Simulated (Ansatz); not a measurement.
System (SMILES): FOF.
Geometry (B3LYP-D3(BJ)/def2-TZVP, fixed):
```xyz
3

F      0.0392     1.1006    -0.2795
O     -0.0196     0.0082     0.5973
F     -0.0218    -1.1078    -0.2514
```
Charge 0, spin multiplicity 1.

Basis-set convergence of the dipole moment at HF with Ansatz (an electronic-structure program). Dipoles come from the density behind the forces; the sign is taken along the dipole that this method gives in the largest set. Cartesian d functions, on some or all atoms, in 6-31G**; all else is spherical. The program fits the integrals of some runs and decomposes those of others, by size. A restricted Hartree-Fock determinant is unstable towards unrestricted orbitals. No added dispersion term, no relativity. Reference: the value in aug-pcseg-3, 0.410 D. Deviations are taken from unrounded values.

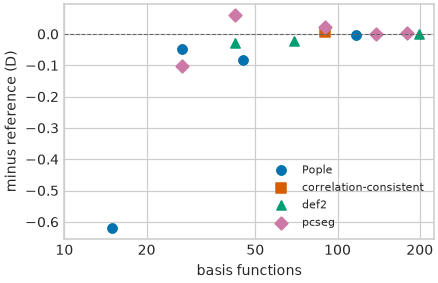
Figure. Deviation from the reference against the number of basis functions, by family of sets.

```json
[
 {"basis": "STO-3G", "functions": "15", "dipole moment (D)": "-0.210", "minus reference (D)": "-0.620"},
 {"basis": "6-31G", "functions": "27", "dipole moment (D)": "0.363", "minus reference (D)": "-0.047"},
 {"basis": "pcseg-0", "functions": "27", "dipole moment (D)": "0.309", "minus reference (D)": "-0.101"},
 {"basis": "def2-SVP", "functions": "42", "dipole moment (D)": "0.382", "minus reference (D)": "-0.028"},
 {"basis": "pcseg-1", "functions": "42", "dipole moment (D)": "0.472", "minus reference (D)": "0.061"},
 {"basis": "6-31G**", "functions": "45", "dipole moment (D)": "0.328", "minus reference (D)": "-0.083"},
 {"basis": "def2-SVPD", "functions": "69", "dipole moment (D)": "0.388", "minus reference (D)": "-0.022"},
 {"basis": "cc-pVTZ", "functions": "90", "dipole moment (D)": "0.417", "minus reference (D)": "0.007"},
 {"basis": "pcseg-2", "functions": "90", "dipole moment (D)": "0.432", "minus reference (D)": "0.022"},
 {"basis": "6-311++G(3df,3pd)", "functions": "117", "dipole moment (D)": "0.407", "minus reference (D)": "-0.004"},
 {"basis": "aug-pcseg-2", "functions": "138", "dipole moment (D)": "0.411", "minus reference (D)": "0.001"},
 {"basis": "pcseg-3", "functions": "180", "dipole moment (D)": "0.413", "minus reference (D)": "0.003"},
 {"basis": "def2-QZVPPD", "functions": "198", "dipole moment (D)": "0.410", "minus reference (D)": "0.000"}
]
```
